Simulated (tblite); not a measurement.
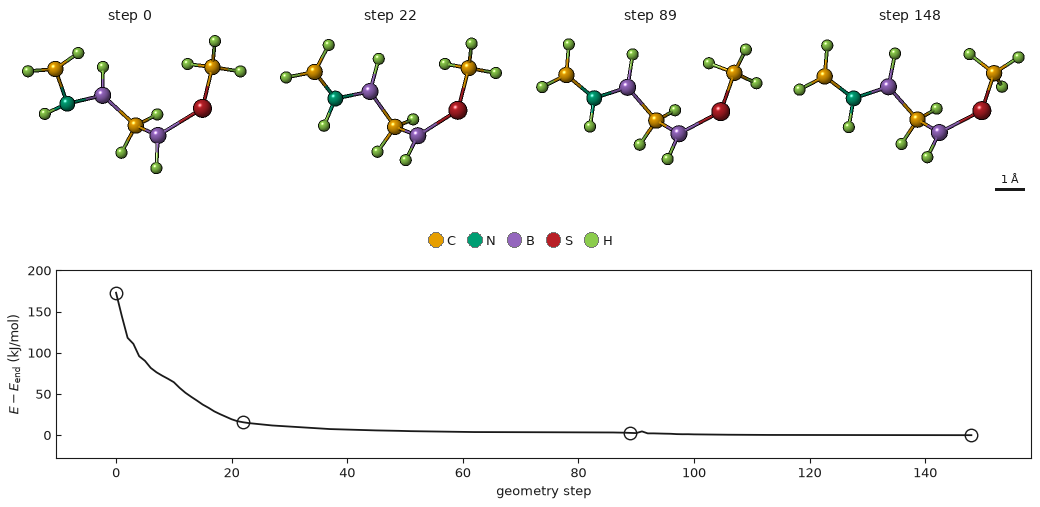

Frames of a relaxation of C3H10B2NS (multiplicity 2), marked on the history of the run. The picture is a ball-and-stick view, seen at a tilt.

The calculation used GFN2-xTB geometry optimisation, gas phase (tblite 0.8.0). 

Describe the path.

Answer. After 148 geometry steps the energy has fallen by 173.0 kJ/mol. The atom that moves furthest after the best rigid fit is an H atom (1.33 Å). Largest moves by element: H 1.33 Å, C 0.48 Å, B 0.45 Å, N 0.28 Å, S 0.09 Å. Among the contacts that change: B–N 1.533 → 1.409 Å, B–S 1.879 → 1.767 Å, C–N 1.435 → 1.351 Å, C–H 1.122 → 1.085 Å. Among the angles between lasting bonds that change: C–N–B 109.9° → 129.1°, B–N–H 109.0° → 117.6°, B–C–B 112.6° → 104.5°. Groups turn about C–S by about 50°, B–C by about 25°. From step 0 to 22: H atoms move most (0.96 Å), energy −157.4 kJ/mol. From step 22 to 89: an H atom moves most (0.81 Å), energy −12.9 kJ/mol. From step 89 to 148: an H atom moves most (0.59 Å), energy −2.78 kJ/mol.

| step | E − E(0), kJ/mol |
| --- | --- |
| 0 | 0.00 |
| 1 | -28.37 |
| 2 | -54.79 |
| 3 | -62.10 |
| 4 | -77.13 |
| 5 | -82.72 |
| 6 | -91.32 |
| 7 | -96.67 |
| 8 | -100.82 |
| 9 | -104.59 |
| 10 | -108.69 |
| 17 | -144.13 |
| 25 | -159.82 |
| 32 | -163.38 |
| 39 | -166.07 |
| 46 | -167.34 |
| 54 | -168.42 |
| 61 | -169.19 |
| 68 | -169.34 |
| 75 | -169.49 |
| 83 | -169.59 |
| 90 | -170.51 |
| 97 | -171.74 |
| 104 | -172.38 |
| 112 | -172.72 |
| 119 | -172.80 |
| 126 | -172.85 |
| 133 | -172.96 |
| 141 | -173.00 |
| 148 | -173.03 |
